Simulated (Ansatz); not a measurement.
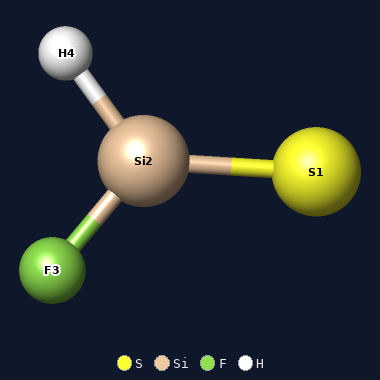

The system is FHSSi, SMILES F[SiH]=S; the picture shows the reference structure. 
- The first coordinate is: umbrella angle at Si2 (between each of its bonds and their common axis; 90 is planar); the second: change of the bonds Si2–S1, Si2–F3, Si2–H4, all alike.
- Nothing is relaxed (all other coordinates rigid).
- The grid has 15 × 15 points; 120 points were computed and 105 follow by symmetry.
- Points are written as (first, second).
- Energies: eV, counted from the lowest grid point.
- These are results of RKS CAM-B3LYP-D4/def2-TZVP in Ansatz, not measurements.

Its coordinates:

```yaml
atoms:
  - { symbol: S, position_ang: [0.7803, -1.0958, 1.4815] }
  - { symbol: Si, position_ang: [0.0553, -0.0292, 0.0662] }
  - { symbol: F, position_ang: [-1.2826, -0.3058, -0.7290] }
  - { symbol: H, position_ang: [0.5799, 1.2030, -0.5312] }
```

Range: umbrella angle at Si2 (between each of its bonds and their common axis; 90 is planar) from 66.0 to 114.0°; change of the bonds Si2–S1, Si2–F3, Si2–H4, all alike from −0.182 to 0.281 Å.

> What will the energy surface look like?

The lowest grid point is at (90.0°, 0.017 Å). It is the only kind of minimum in the scanned range. The highest grid point, (66.0°, −0.182 Å), lies 4.13 eV above the lowest. Round the minimum the two coordinates are nearly uncoupled.

```csv
"second ↓, first →",66.0,69.4,72.9,76.3,79.7,83.1,86.6,90.0,93.4,96.9,100.3,103.7,107.1,110.6,114.0
0.281,3.14,2.92,2.73,2.57,2.45,2.36,2.30,2.29,2.30,2.36,2.45,2.57,2.73,2.92,3.14
0.248,2.79,2.55,2.34,2.18,2.04,1.95,1.89,1.87,1.89,1.95,2.04,2.18,2.34,2.55,2.79
0.215,2.47,2.21,1.98,1.80,1.66,1.56,1.50,1.48,1.50,1.56,1.66,1.80,1.98,2.21,2.47
0.182,2.17,1.90,1.65,1.46,1.31,1.20,1.13,1.11,1.13,1.20,1.31,1.46,1.65,1.90,2.17
0.149,1.92,1.62,1.36,1.15,0.99,0.88,0.81,0.78,0.81,0.88,0.99,1.15,1.36,1.62,1.92
0.116,1.71,1.39,1.11,0.89,0.72,0.60,0.52,0.50,0.52,0.60,0.72,0.89,1.11,1.39,1.71
0.083,1.55,1.21,0.92,0.68,0.50,0.37,0.29,0.26,0.29,0.37,0.50,0.68,0.92,1.21,1.55
0.050,1.46,1.10,0.79,0.54,0.34,0.21,0.12,0.09,0.12,0.21,0.34,0.54,0.79,1.10,1.46
0.017,1.46,1.07,0.74,0.47,0.27,0.12,0.03,0.00,0.03,0.12,0.27,0.47,0.74,1.07,1.46
−0.017,1.55,1.14,0.78,0.50,0.28,0.13,0.03,0.00,0.03,0.13,0.28,0.50,0.78,1.14,1.55
−0.050,1.75,1.31,0.94,0.64,0.41,0.25,0.14,0.11,0.14,0.25,0.41,0.64,0.94,1.31,1.75
−0.083,2.09,1.62,1.22,0.91,0.67,0.49,0.39,0.35,0.39,0.49,0.67,0.91,1.22,1.62,2.09
−0.116,2.58,2.09,1.66,1.33,1.08,0.89,0.78,0.74,0.78,0.89,1.08,1.33,1.66,2.09,2.58
−0.149,3.25,2.73,2.28,1.93,1.66,1.47,1.35,1.31,1.35,1.47,1.66,1.93,2.28,2.73,3.25
−0.182,4.13,3.58,3.11,2.74,2.46,2.25,2.13,2.09,2.13,2.25,2.46,2.74,3.11,3.58,4.13
```

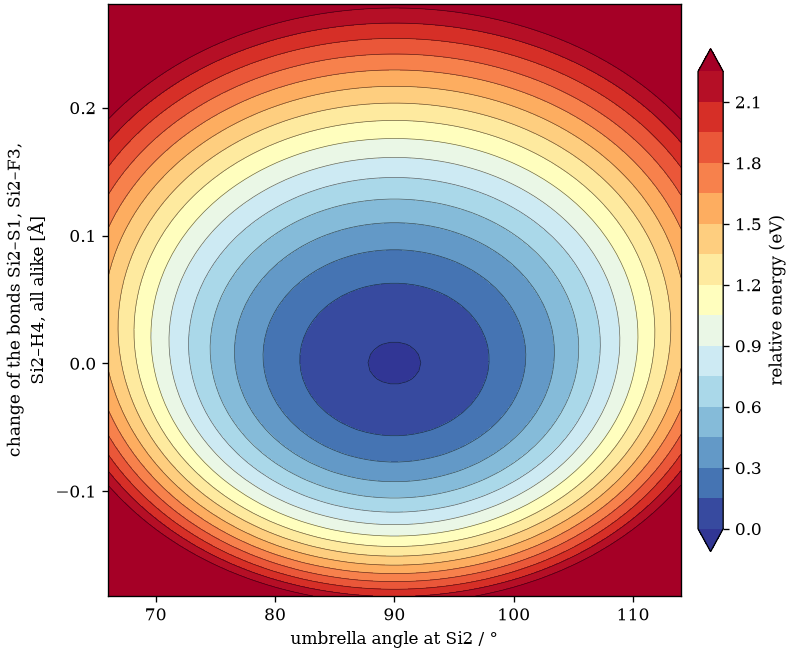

Drawn: filled contours, one colour for all values above the top of the scale. Between grid points the surface is interpolated.

The whole map (120 points run) took 3.3 min on 1 thread of Intel(R) Xeon(R) 6975P-C (Granite Rapids) (shared host).
